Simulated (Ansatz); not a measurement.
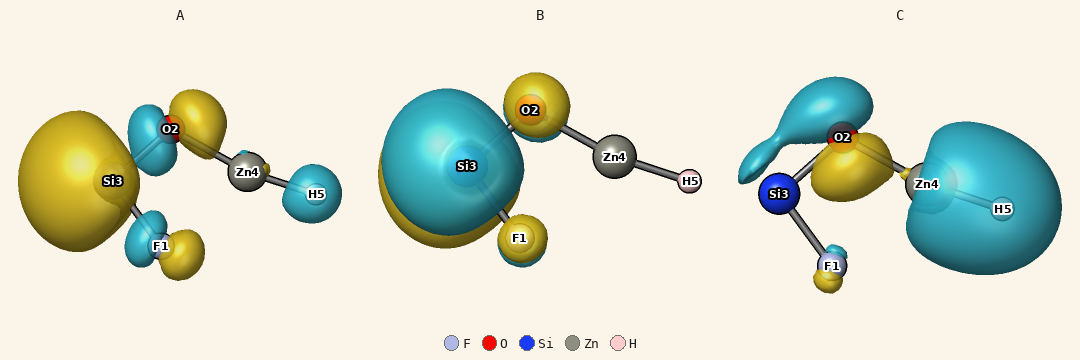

The picture shows: FHOSiZn (SMILES F[Si][O][ZnH]). Three frontier orbitals at ±0.1 Å⁻³ᐟ² (yellow and cyan are the two phases), in no order.

Geometry: PBE-D3(BJ)/def2-SVP.

Theory: isolated molecule in a Gaussian basis; Kohn-Sham density functional theory, functional PBE0 (Ansatz).

```csv
atom,x (Å),y (Å),z (Å)
F,-1.2341,0.3480,0.3757
O,0.7826,1.7397,-0.1101
Si,-0.6883,1.9727,0.5821
Zn,0.9296,-0.0334,-0.6531
H,1.3124,-1.4069,-1.1887
```

> Order the three orbitals by energy and name them.

C is the HOMO−1 (−9.35 eV). It lies mainly on H5 (about 40 %), Zn4 (about 35 %), O2 (about 20 %) and Si3 (about 5 %); it is symmetric in the molecular plane (an in-plane orbital: σ, lone-pair or in-plane π type). A is the HOMO (−7.74 eV). Its weight (Hirshfeld) is mainly on Si3 (about 70 %), O2 (about 15 %) and F1 (about 10 %); it is symmetric in the molecular plane (an in-plane orbital: σ, lone-pair or in-plane π type). B is the LUMO (−1.73 eV). Its weight (Hirshfeld) is mainly on Si3 (about 85 %) and O2 (about 10 %); it changes sign across the molecular plane (π type).

> What is the HOMO–LUMO gap?

6.01 eV between the orbital energies.
